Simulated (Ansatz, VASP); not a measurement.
# Cross-check of Be (Beryllium) between VASP and Ansatz

Aim: how closely do two programs agree when they are given the same cell, functional and k mesh?

Calculated with Ansatz 0.2.0; plane waves, with VASP 6.6.1 beside it; zone-centre phonons at PBEsol and zone-centre phonons at PBE.

## 1. Starting point

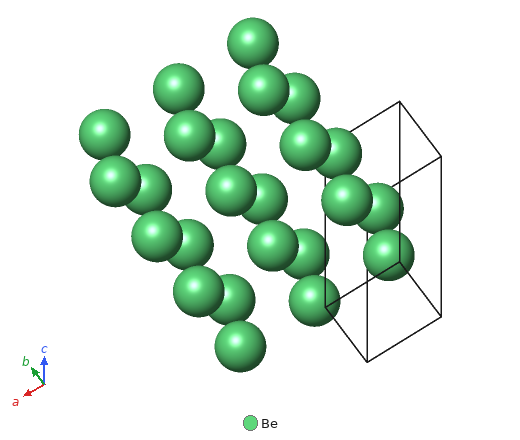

Start, viewed from a free direction; beryllium green. 3×4×1 cells are drawn.

## 2. VASP: zone-centre phonons, PBEsol

Second derivatives magnify differences that forces hide, and they need a tight electronic threshold.

Lines of VASP's logs that name or quote its potential files are left out, and so is its time.

Contents of INCAR:

```
SYSTEM = Be
PREC = Accurate
ENCUT = 450
EDIFF = 1E-08
NELM = 100
ISMEAR = 1
SIGMA = 0.15
LREAL = .FALSE.
ALGO = Normal
GGA = PS
NBANDS = 8
LORBIT = 11
LWAVE = .FALSE.
LCHARG = .FALSE.
KPAR = 4
IBRION = 8
ISIF = 2
```

Contents of POSCAR:

```
Be
1.0
    2.2556095242      0.0000000000      0.0000000000
   -1.1278047621      1.9534151490      0.0000000000
    0.0000000000      0.0000000000      3.5649944655
Be
2
Direct
    0.6666666667      0.3333333333      0.7500000000
    0.3333333333      0.6666666667      0.2500000000
```

Contents of KPOINTS:

```
Automatic mesh
0
Gamma
22 22 12
0 0 0
```

Potentials, in the order of the species: Be (PBE family, release 64).

Started as:

```sh
$ mpirun -np 4 vasp_std
```

Numbers of over 12 decimals in the logs are rounded to 6 here.

Output:

```text
[banner, memory and clock lines left out]
running    4 mpi-ranks, on    1 nodes
 distrk:  each k-point on    1 cores,    4 groups
 distr:  one band on    1 cores,    1 groups

 POSCAR found type information on POSCAR Be
 POSCAR found :  1 types and       2 ions
|                                                                             |
|               ----> ADVICE to this user running VASP <----                  |
|                                                                             |
|     You enforced a specific xc type in the INCAR file but a different       |
|     [... a line on the potential file left out ...]
|     I HOPE YOU KNOW WHAT YOU ARE DOING!                                     |
|                                                                             |

 LDA part: xc-table for (Slater+PW92), standard interpolation
 POSCAR, INCAR and KPOINTS ok, starting setup
 FFT: planning ... GRIDC
 FFT: planning ... GRID_SOFT
 FFT: planning ... GRID
 WAVECAR not read
 entering main loop
       N       E                     dE             d eps       ncg     rms          rms(c)
DAV:   1    -0.482685968617E+01   -0.48269E+01   -0.16258E+03  5944   0.363E+02
DAV:   2    -0.801962935096E+01   -0.31928E+01   -0.30992E+01  9536   0.432E+01
DAV:   3    -0.802968153653E+01   -0.10052E-01   -0.10054E-01  6176   0.216E+00
DAV:   4    -0.802968682120E+01   -0.52847E-05   -0.52843E-05  8680   0.551E-02
DAV:   5    -0.802968682142E+01   -0.22786E-09   -0.40163E-09  6232   0.264E-04    0.125E+00
DAV:   6    -0.800651470465E+01    0.23172E-01   -0.26066E-03  6144   0.552E-01    0.759E-01
DAV:   7    -0.799683421252E+01    0.96805E-02   -0.36836E-03  6592   0.569E-01    0.143E-02
DAV:   8    -0.799683183306E+01    0.23795E-05   -0.11551E-05  6504   0.267E-02    0.605E-03
DAV:   9    -0.799683251749E+01   -0.68444E-06   -0.45209E-07  7600   0.484E-03    0.445E-04
DAV:  10    -0.799683250041E+01    0.17087E-07   -0.37160E-10  6264   0.146E-04    0.157E-04
DAV:  11    -0.799683249224E+01    0.81720E-08   -0.86283E-11  3456   0.792E-05
   1 F= -.79968325E+01 E0= -.79968923E+01  d E =0.179357E-03
 Linear response reoptimize wavefunctions to high precision
DAV:   1    -0.799683249075E+01    0.14868E-08   -0.26947E-12  4488   0.164E-05
DAV:   2    -0.799683249075E+01   -0.14211E-13   -0.79630E-14  2936   0.357E-06
 Linear response DOF=           2
 Linear response progress:
  Degree of freedom:   1/  2
       N       E                     dE             d eps       ncg     rms          rms(c)
RMM:   1    -0.662950694440E-02   -0.66295E-02   -0.23590E-03 59849   0.276E-01
RMM:   2    -0.662274423517E-02    0.67627E-05   -0.26067E-05 42826   0.284E-02    0.233E-02
RMM:   3    -0.662844726319E-02   -0.57030E-05   -0.71228E-07 43037   0.502E-03    0.139E-02
RMM:   4    -0.665332542534E-02   -0.24878E-04   -0.13915E-06 43296   0.689E-03    0.367E-04
RMM:   5    -0.665322834541E-02    0.97080E-07   -0.16836E-09 43860   0.340E-04    0.110E-04
RMM:   6    -0.665318560728E-02    0.42738E-07   -0.58105E-12 43423   0.475E-05    0.422E-06
RMM:   7    -0.665318103995E-02    0.45673E-08   -0.28385E-10 40511   0.287E-06    0.180E-06
 first order change of Fermi-energy   0.27223E-05
 force on displaced ion       1 direction 1 :  -3.701  -0.000   0.000
 Linear response progress:
  Degree of freedom:   2/  2
       N       E                     dE             d eps       ncg     rms          rms(c)
RMM:   1    -0.160794619782E-01   -0.16079E-01    0.36887E-02 21213   0.654E-01
RMM:   2    -0.154522614187E-01    0.62720E-03   -0.17428E-03 13657   0.883E-02    0.104E-01
RMM:   3    -0.147998189260E-01    0.65244E-03   -0.79627E-04 13500   0.895E-02    0.387E-02
RMM:   4    -0.149004635290E-01   -0.10064E-03   -0.41393E-04 13856   0.502E-02    0.396E-03
RMM:   5    -0.148666244929E-01    0.33839E-04    0.22123E-05 14399   0.330E-03    0.573E-04
RMM:   6    -0.148690813901E-01   -0.24569E-05    0.34753E-06 14256   0.272E-04    0.613E-05
RMM:   7    -0.148692302390E-01   -0.14885E-06    0.48045E-07 14662   0.288E-05    0.154E-05
RMM:   8    -0.148693268488E-01   -0.96610E-07   -0.47250E-08 14556   0.100E-05    0.683E-07
RMM:   9    -0.148693217337E-01    0.51151E-08   -0.41337E-09 12543   0.810E-07    0.243E-07
 first order change of Fermi-energy   0.19190E-04
 force on displaced ion       1 direction 3 :  -0.000   0.000  -8.243
 Linear response finished
```

OUTCAR, selected parts (step 2):

```text
ion  position               nearest neighbor table
   1  0.667  0.333  0.750-   2 2.21   2 2.21   2 2.21   2 2.21   2 2.21   2 2.21
   2  0.333  0.667  0.250-   1 2.21   1 2.21   1 2.21   1 2.21   1 2.21   1 2.21

  LATTYP: Found a hexagonal cell.
 ALAT       =     2.2556095242
 C/A-ratio  =     1.5805016016

 Subroutine GETGRP returns: Found 24 space group operations
 (whereof 12 operations were pure point group operations)

The static configuration has the point symmetry D_3d.
 The point group associated with its full space group is D_6h.

 Found    364 irreducible k-points:

   k-points           NKPTS =    364   k-points in BZ     NKDIM =    364   number of bands    NBANDS=      8

   dimension x,y,z NGX =    16 NGY =   16 NGZ =   28
   dimension x,y,z NGXF=    32 NGYF=   32 NGZF=   56

   ENCUT  =  450.0 eV  33.07 Ry    5.75 a.u.   3.90  3.90  6.17*2*pi/ulx,y,z

   NELECT =       4.0000    total number of electrons

 k-points in reciprocal lattice and weights: Automatic mesh
   0.00000000  0.00000000  0.00000000       0.000
   0.04545455  0.00000000  0.00000000       0.001
   0.09090909  0.00000000  0.00000000       0.001
   0.13636364  0.00000000  0.00000000       0.001
   0.18181818  0.00000000  0.00000000       0.001
   0.22727273  0.00000000  0.00000000       0.001
   0.27272727  0.00000000  0.00000000       0.001
   0.31818182  0.00000000  0.00000000       0.001
   0.36363636  0.00000000  0.00000000       0.001
[...]
0.36363636  0.27272727  0.50000000       0.001
   0.31818182  0.31818182  0.50000000       0.001

 average (electrostatic) potential at core
       1 -32.7553       2 -32.7553

  Total        0.0001130      0.0001130     -0.0001044      0.0000000      0.0000000      0.0000000
  in kB        0.0115297      0.0115297     -0.0106532      0.0000000      0.0000000      0.0000000
  external PRESSURE =       0.0041354 kB  Pullay stress =       0.0000000 kB

  energy-cutoff  :      450.00
  volume of cell :       15.71
      direct lattice vectors                 reciprocal lattice vectors
     2.255609524  0.000000000  0.000000000     0.443339146  0.255961975  0.000000000
    -1.127804762  1.953415149  0.000000000     0.000000000  0.511923950  0.000000000
     0.000000000  0.000000000  3.564994465     0.000000000  0.000000000  0.280505344

 POSITION                                       TOTAL-FORCE (eV/Angst)
 -----------------------------------------------------------------------------------
      1.12780      0.65114      2.67375        -0.000000      0.000000      0.000000
     -0.00000      1.30228      0.89125         0.000000     -0.000000      0.000000
 -----------------------------------------------------------------------------------
    total drift:                                0.000000     -0.000000      0.000000

 Eigenvectors and eigenvalues of the dynamical matrix
 ----------------------------------------------------

   1 f  =   21.143414 THz   132.847990 2PiTHz  705.268388 cm-1    87.442096 meV
             X         Y         Z           dx          dy          dz
      1.127805  0.651138  2.673746     0.000000    0.000000    0.707107
     -0.000000  1.302277  0.891249     0.000000   -0.000000   -0.707107

   2 f  =   14.168120 THz    89.020922 2PiTHz  472.597603 cm-1    58.594609 meV
             X         Y         Z           dx          dy          dz
      1.127805  0.651138  2.673746     0.000000   -0.707107   -0.000000
     -0.000000  1.302277  0.891249     0.000000    0.707107   -0.000000

   3 f  =   14.168120 THz    89.020922 2PiTHz  472.597603 cm-1    58.594609 meV
             X         Y         Z           dx          dy          dz
      1.127805  0.651138  2.673746     0.707107    0.000000    0.000000
     -0.000000  1.302277  0.891249    -0.707107    0.000000    0.000000

   4 f  =    0.000000 THz     0.000001 2PiTHz    0.000008 cm-1     0.000001 meV
             X         Y         Z           dx          dy          dz
      1.127805  0.651138  2.673746     0.000000    0.316228   -0.632456
     -0.000000  1.302277  0.891249     0.000000    0.316228   -0.632456

   5 f  =    0.000000 THz     0.000000 2PiTHz    0.000002 cm-1     0.000000 meV
             X         Y         Z           dx          dy          dz
      1.127805  0.651138  2.673746     0.000000    0.632456    0.316228
     -0.000000  1.302277  0.891249     0.000000    0.632456    0.316228

   6 f  =    0.000000 THz     0.000000 2PiTHz    0.000000 cm-1     0.000000 meV
             X         Y         Z           dx          dy          dz
      1.127805  0.651138  2.673746     0.707107    0.000000    0.000000
     -0.000000  1.302277  0.891249     0.707107    0.000000    0.000000

 ELASTIC MODULI CONTR FROM IONIC RELAXATION (kBar)
 Direction    XX          YY          ZZ          XY          YZ          ZX
 --------------------------------------------------------------------------------
 XX        -143.0814    143.0814      0.0000     -0.0000      0.0000      0.0000
 YY         143.0814   -143.0814      0.0000      0.0000     -0.0000      0.0000
 ZZ           0.0000      0.0000      0.0000      0.0000      0.0000      0.0000
 XY          -0.0000      0.0000      0.0000   -143.0814     -0.0000      0.0000
 YZ           0.0000     -0.0000      0.0000     -0.0000     -0.0000      0.0000
 ZX           0.0000      0.0000      0.0000      0.0000      0.0000      0.0000
 --------------------------------------------------------------------------------
```

## 3. Ansatz: zone-centre phonons, PBEsol

Ansatz runs on its default PAW (the set named soft_2) files.

The same cell, functional, mesh and smearing now go to Ansatz, which takes its cutoff from its data sets.

Contents of input.yaml:

```yaml
crystal:
  lattice:
    - [2.2556095242, 0.0, 0.0]
    - [-1.1278047621, 1.953415149, 0.0]
    - [0.0, 0.0, 3.5649944655]
  atoms:
    - { symbol: Be, position: [0.6666666667, 0.3333333333, 0.75] }
    - { symbol: Be, position: [0.3333333333, 0.6666666667, 0.25] }
hamiltonian:
  xc: pbesol
  pseudopotentials: { kind: paw }
kpoints:
  mp_grid: { grid: [22, 22, 12] }
scf:
  occupations: { method: methfessel_paxton, width: 0.15 }
phonons:
  method: dfpt
  qpoints: [[0, 0, 0]]
```

Started as:

```sh
$ ansatz run input.yaml --threads 4 --pin off --max-ram 9216MiB --backend cpu --events-out ev --progress --plain --runs-dir out
```

Output:

```text
zone centre: on kpoints.mp_grid the ground state, and the responses unless they are solved on pairs of k-points, stand on 931 of the mesh's 5808 k-points, reduced under 4 symmetry operations, with k and −k counted as one. Each operation leaves every solved displacement unchanged or reverses it
Engine: ansatz 0.2.0, aarch64-unknown-linux-gnu
Pseudopotentials: kind: paw
Pseudopotential: Be, paw, valence charge 2, recommended cutoff 420 eV (normal), Be.paw.azcp
Functional definition: PBEsol
  exchange = pbesol_x
  correlation = pbesol_c
Crystal: 2 atoms, lattice volume = 15.708 Å³
Basis set: ecut = 420 eV, 311 PW (Γ), exchange–correlation on 32×32×48 points (8 copies of the dense FFT grid, shifted against one another)
Bands: 6, of which v1, the nominal top of the filled ones, is band 2 counted from 1 (1 counted from 0)
Symmetry: 24 space group operations
k-points: 931 of 5808 (irreducible under 4 space group operations, time reversal used)
Non-local potential: Be, projectors of the file, l = 0: 2, l = 1: 2, l = 2: 1
PAW form: soft (Blöchl's): semilocal exchange-correlation on the pseudo side does not see the compensation charge
PAW frozen core: Be, regenerated for the run's functional, and the local potential with it (the file was generated under x = pbe(κ = 0.804, μ = 0.219515), c = pbe(β = 0.066725))
PAW one-centre angular grid: Be, 110 points (default); XC on 64 Gauss nodes
Initial density: superposition of atomic densities (neutral atoms: chi_scale 0, normalization atom), corrected by the library's trained network
Initial wavefunctions: pseudopotential atomic-orbital guess
Functional: x = pbesol(κ = 0.804, μ = 0.123457), c = pbesol(β = 0.046)
SCF iter   1: F=—  HF=-180.701321 eV  |F-HF|=—  |Δ(HF+E_count)|=         —  Δρ=1.58e-3  dr2=2.97e-4  ethr=1.77e-3  ⟨swp⟩=5.4  Hψ=47348  notcnv=0
preconditioner: auto → none  [metal: Δε(μ)=0.038 eV  Ē_g=12.960 eV  σ=0.150 eV  W_gap=0.22  n_scr=2 (ndim 8)  ℏωp=18.7 eV  f_vac=0.000  D(μ)=0.11/eV (n_scr^D=0)  sad-step TF]
SCF iter   2: F=—  HF=-180.701242 eV  |F-HF|=—  |Δ(HF+E_count)|=   7.87e-5  S|Δr|=    0.00e0  Δρ=9.69e-4  dr2=1.13e-4  ethr=7.43e-6  ⟨swp⟩=1.3  Hψ=13298  notcnv=0
SCF iter   3: F=—  HF=-180.701184 eV  |F-HF|=—  |Δ(HF+E_count)|=   5.79e-5  S|Δr|=    0.00e0  Δρ=2.54e-5  dr2=4.47e-8  ethr=2.83e-6  ⟨swp⟩=1.0  Hψ=5606  notcnv=0
SCF iter   4: F=—  HF=-180.701183 eV  |F-HF|=—  |Δ(HF+E_count)|=   6.20e-7  S|Δr|=    0.00e0  Δρ=6.41e-6  dr2=5.35e-9  ethr=1.12e-9  ⟨swp⟩=2.0  Hψ=7464  notcnv=0
SCF iter   5: F=—  HF=-180.701183 eV  |F-HF|=—  |Δ(HF+E_count)|=   1.60e-9  S|Δr|=    0.00e0  Δρ=4.19e-7  dr2=2.09e-11  ethr=1.34e-10  ⟨swp⟩=1.0  Hψ=5584  notcnv=0
SCF iter   6: F=-180.701183 eV  HF=-180.701183 eV  |F-HF|=0.00e0  |Δ(HF+E_count)|=  1.59e-12  S|Δr|=    0.00e0  Δρ=2.53e-8  dr2=3.83e-14  ethr=1.00e-12  ⟨swp⟩=4.1  Hψ=14119  notcnv=0
SCF 1 converged in 6 iterations: F = -180.701183 eV  dr2 = 3.83e-14
  greatest PAW one-centre occupation: 0.361 electrons in one spin orbital (limit 2), on the Be atom at site 1 (counted from 0), in its partial waves of l = 0
DFPT response loops at Γ: preconditioner auto → Kerker (q_TF=auto, 2.172 Å⁻¹) (partly filled bands, converged f_vac=0.000); β = 1.00, the filter's whole step (`scf.mixing.beta` (0.50) is not read by the response loops under this deck's `scf.mixing.preconditioner`; to damp them name `kerker` or `kerker_dos`, under which they read `scf.mixing.beta`, and type it under 1.00, their step now; both keys bind the ground state too); Broyden in place of MSR1
SCF converged after 6 iterations
Stability not checked: this state was not tested for a lower state beside it, because cold or Methfessel-Paxton smearing, or corrected tetrahedra, fill the levels in a way that the test cannot read (fill_not_monotonic; see scf.lower_state_search)
Free energy (F): -180.701183 eV
Harris-Foulkes:  -180.701183 eV  (|F-HF|=0.00e0)
Internal energy: -180.701365 eV  (E = F + TS)
E sigma→0 (E₀):  -180.701229 eV
Entropy (-TS):   0.000181 eV (0.091 meV/atom)
Fermi energy:    8.356347 eV
--- Per-component energies (eV) ---
  E_band       = 12.355739
  E_kinetic    = 42.322778
  E_local      = 5.681205  (includes V_loc(G=0)·N_el)
  E_nonlocal   = 8.846778
  E_hartree    = 0.080869
  E_xc         = -39.504718
  E_vxc        = -41.921046  (∫ρ·V_xc dr)
  E_paw        = -114.470982  (= ΣΔE_a)
  E_vpaw       = -2.735713  (= ΣTr[D̂ρ^β])
  E_aug_tail   = -0.000001  (compensation charges beyond the density's cutoff)
  E_ewald      = -83.676356
  E_core_change = 0.019063  (= ΣΔE_core)
  E_smearing   = 0.000181  (= −TS)
  E_closure    = -0.000000  (closes the sum)
  Σ components = -180.701183   (vs F -180.701183, Δ=0.00e0)
--- Band table (eV; the first three rows and the last of 931) ---
  k-point 0: bands = ["-3.2037", "3.6547", "9.2495", "24.3124", "24.3124", "27.1551"]
  k-point 1: bands = ["-3.1439", "3.2985", "9.7461", "24.3672", "24.3672", "27.1360"]
  k-point 2: bands = ["-2.9643", "2.4791", "10.9852", "24.5289", "24.5289", "27.0688"]
  k-point 930: bands = ["4.2516", "4.2516", "11.6911", "11.6911", "15.8742", "15.8742"]
--- Phonons (Γ-DFPT): 2 representative perturbations + reference, on 931 of 5808 k-points (Σ response iterations 6) ---
  k mesh reduced under 4 symmetry operations, with k and −k counted as one. Each operation leaves every solved displacement unchanged or reverses it
  ASR residual: 1.921e-4 → 0.000e0 eV/Å²; symmetrization residual: 8.882e-15 eV/Å²
  ASR residual per site (eV/Å²): 1.92e-4 1.92e-4
  Γ frequencies (cm⁻¹): 0.00 0.00 0.00 471.28 471.28 694.83
  non-analytic LO–TO correction: not included (Born effective charges unavailable; polar crystals: no LO–TO splitting at Γ)
--- Phonons (arbitrary-q DFPT): 1 explicit q-point ---
  q = [0, 0, 0] (of the zone-centre solve; hermiticity 1.78e-15, symmetrization 1.33e-15): -0.00 -0.00 0.00 471.28 471.28 694.83
  sum rule: each row above includes the acoustic sum rule's correction from the zone centre's row sums; it moved no ω² by more than (2.41 cm⁻¹)²
```

Elapsed: 4 s, on 4 threads of Arm Neoverse V2, shared host; peak memory 0.53 GiB; 13 s of CPU time.

## 4. Comparison

Known differences besides the PAW data sets themselves: the cutoff is 420 eV in Ansatz and 450 eV in VASP; Ansatz makes its cores anew for this functional, VASP keeps those of its PBE data sets; VASP leaves aspherical gradient terms in its spheres out (LASPH is not set), Ansatz keeps them. Total energies have different zeros and are not compared.

Compared:

| quantity | Ansatz | VASP | difference |
| --- | --- | --- | --- |
| mode 4 to 5 (cm⁻¹) | 471.3 | 472.6 | -0.28 % |
| mode 6 (cm⁻¹) | 694.8 | 705.3 | -1.48 % |

[end of part 1 of 2]

[Lines on the potential files, build, host, timing and source positions are cut from VASP's logs without a mark.]

[Logs are printed without paths, hosts, clocks, repeated set-up lines and the standing remarks that a program may print on its own settings, such as how far it seeks lower states.]

[Hosts, paths, dates, database ids (printed as entryN), source tags and the programs' standing remarks are cut or masked in the printed files.]
